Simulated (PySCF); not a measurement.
**Solver options tried on PBr (triplet)**

The same problem is solved with other solver options, one edit a run.

The runs use PySCF 2.14.0; method and basis as typed in the scripts.

2 further runs of the same task are left out: 2 that didn't finish.

## Step 1: Where the work starts

PBr (triplet): 2 atoms, charge 0, spin multiplicity 3.

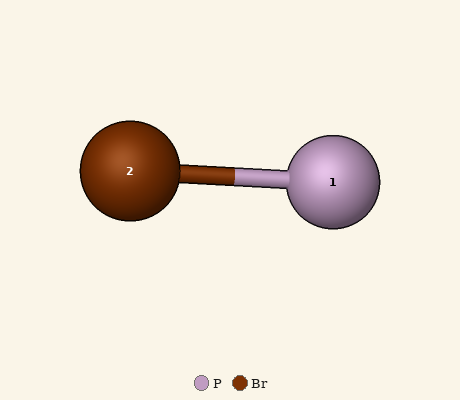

Start geometry, drawn with phosphorus pink, bromine brown; atoms are numbered from 1 in the order of the file.

## Step 2: Base script

The input, input.py:

```python
from pyscf import gto, scf, mp

mol = gto.M(
    atom='P 0 0 0; Br 0 0 2.18',
    basis='x2c-svpall',
    charge=0,
    spin=2,
    verbose=3,
)
mf = scf.UHF(mol)
mf = mf.sfx2c1e()
mf.kernel()
mp.MP2(mf, frozen=14).kernel()
mf.dip_moment()
print('orbital energies (hartree):', [e[max(0, n-3):n+3].round(4) for e, n in zip(mf.mo_energy, mol.nelec)])
```

The run is started by

```console
$ OMP_NUM_THREADS=1 python input.py
```

Its log is not repeated here.

In short: E(SCF) = -2945.424179 Eh, E(MP2) − E(SCF) = -0.30698 Eh, ⟨S²⟩ = 2.022, μ = 0.96 D (of the SCF density).

The bond length is a typed value, not an optimised one. The triplet is typed in the script; nothing here shows that it is the ground state.

## Step 3: Point-group symmetry on

Edit 1 changes point-group symmetry: off → on.

input.py: that of step 2 with these lines changed.

```diff
@@ -7,2 +7,3 @@
     spin=2,
+    symmetry=True,
     verbose=3,
```

The run is started by

```console
$ OMP_NUM_THREADS=1 python input.py
```

The program printed:

```text
converged SCF energy = -2945.4241787771  <S^2> = 2.0224862  2S+1 = 3.0149536
E(UMP2) = -2945.73115756004  E_corr = -0.306978782935205
E(SCS-UMP2) = -2945.71004169741  E_corr = -0.285862920310206
Dipole moment(X, Y, Z, Debye):  0.00000, -0.00000, -0.95762
orbital energies (hartree): [array([-0.48  , -0.3618, -0.3618,  0.0985,  0.354 ,  0.546 ]), array([-0.4461, -0.4342, -0.4342,  0.0475,  0.0475,  0.1342])]
```

Wall time 2 s (1 thread of Arm Neoverse N1, shared host).

This run: E(SCF) = -2945.424179 Eh (no change), E(MP2) − E(SCF) = -0.30698 Eh, ⟨S²⟩ = 2.022, μ = 0.96 D (of the SCF density).

## Step 4: Damping 0.8

Edit 2 changes damping: none → 0.8.

input.py: that of step 2 with these lines changed.

```diff
@@ -11,2 +11,4 @@
 mf = mf.sfx2c1e()
+mf.damp = 0.8
+mf.diis_start_cycle = 8
 mf.kernel()
```

The run is started by

```console
$ OMP_NUM_THREADS=1 python input.py
```

The program printed:

```text
WARN: HOMO -0.140038852425065 >= LUMO -0.140038852439761

converged SCF energy = -2945.4241787771  <S^2> = 2.022486  2S+1 = 3.0149534
E(UMP2) = -2945.73115759547  E_corr = -0.306978818374409
E(SCS-UMP2) = -2945.7100417311  E_corr = -0.28586295400315
Dipole moment(X, Y, Z, Debye): -0.00000,  0.00000, -0.95761
orbital energies (hartree): [array([-0.48  , -0.3618, -0.3618,  0.0985,  0.354 ,  0.546 ]), array([-0.4461, -0.4342, -0.4342,  0.0475,  0.0475,  0.1342])]
```

It took 2 s on 1 thread of Arm Neoverse N1, shared host.

Outcome: E(SCF) = -2945.424179 Eh (no change), E(MP2) − E(SCF) = -0.30698 Eh, ⟨S²⟩ = 2.022, μ = 0.96 D (of the SCF density).

The script also starts DIIS later, which adds to the count of cycles.

## Step 5: Initial guess sap

Edit 3 changes initial guess: minao → sap.

input.py: that of step 2 with these lines changed.

```diff
@@ -11,2 +11,3 @@
 mf = mf.sfx2c1e()
+mf.init_guess = 'sap'
 mf.kernel()
```

The run is started by

```console
$ OMP_NUM_THREADS=1 python input.py
```

The program printed:

```text
Found SAP basis sapgrasplarge

WARN: HOMO 0.0230484156178448 >= LUMO -0.236021602097605

converged SCF energy = -2945.4241787771  <S^2> = 2.022486  2S+1 = 3.0149534
E(UMP2) = -2945.73115749958  E_corr = -0.306978722481067
E(SCS-UMP2) = -2945.71004164738  E_corr = -0.285862870279967
Dipole moment(X, Y, Z, Debye): -0.00000,  0.00000, -0.95761
orbital energies (hartree): [array([-0.48  , -0.3618, -0.3618,  0.0985,  0.354 ,  0.546 ]), array([-0.4461, -0.4342, -0.4342,  0.0475,  0.0475,  0.1342])]
```

Wall time 2 s (1 thread of Arm Neoverse N1, shared host).

Outcome: E(SCF) = -2945.424179 Eh (no change), E(MP2) − E(SCF) = -0.30698 Eh, ⟨S²⟩ = 2.022, μ = 0.96 D (of the SCF density).

## Step 6: Smearing width 0.001 hartree

Edit 4 changes smearing width: none → 0.001 hartree; step after the SCF: mp2 → none.

input.py: that of step 2 with these lines changed.

```diff
@@ -1,2 +1,2 @@
-from pyscf import gto, scf, mp
+from pyscf import gto, scf
 
@@ -11,4 +11,4 @@
 mf = mf.sfx2c1e()
+mf = scf.addons.smearing_(mf, sigma=0.001, method='fermi')
 mf.kernel()
-mp.MP2(mf, frozen=14).kernel()
 mf.dip_moment()
```

The run is started by

```console
$ OMP_NUM_THREADS=1 python input.py
```

The program printed:

```text
converged SCF energy = -2945.21336639009  <S^2> = -1.4210855e-14  2S+1 = 1
Dipole moment(X, Y, Z, Debye): -0.00000,  0.00000, -0.25872
orbital energies (hartree): [array([-0.4607, -0.1642, -0.1642,  0.109 ,  0.3675,  0.5483]), array([-0.4738, -0.4607, -0.4607, -0.1642, -0.1642,  0.109 ])]
```

It took 2 s on 1 thread of Arm Neoverse N1, shared host.

This run: E(SCF) = -2945.213366 Eh, ⟨S²⟩ = 0.000, μ = 0.26 D.

Smearing with one chemical potential does not keep the typed spin. The energy is that at the smeared occupations, without the entropy term. Smearing with one chemical potential need not keep the typed spin, and ⟨S²⟩ has no meaning at fractional occupations. Both spins end with the same levels: the smearing has lost the typed open shell.

## Step 7: Comparison

```tsv
run	E(SCF) (hartree)	from base (eV)	gap, α spin (eV)	SCF dipole (D)	after the SCF
base	-2945.424179	0	12.53	0.96	MP2 correlation -8.353 eV, core frozen
point-group symmetry on	-2945.424179	0.0000	12.53	0.96	MP2 correlation -8.353 eV, core frozen
damping 0.8	-2945.424179	0.0000	12.53	0.96	MP2 correlation -8.353 eV, core frozen
initial guess sap	-2945.424179	0.0000	12.53	0.96	MP2 correlation -8.353 eV, core frozen
smearing width 0.001 hartree	-2945.213366	not comparable	n/a	0.26	n/a
```

Wall time on 1 thread of Arm Neoverse N1, shared host, start-up included: base 2.1 s; point-group symmetry on 2 s; damping 0.8 2 s; initial guess sap 2 s; smearing width 0.001 hartree 2 s.

In words: The SCF energy stays the same, to the digits that matter, with point-group symmetry on or damping 0.8 or initial guess sap.
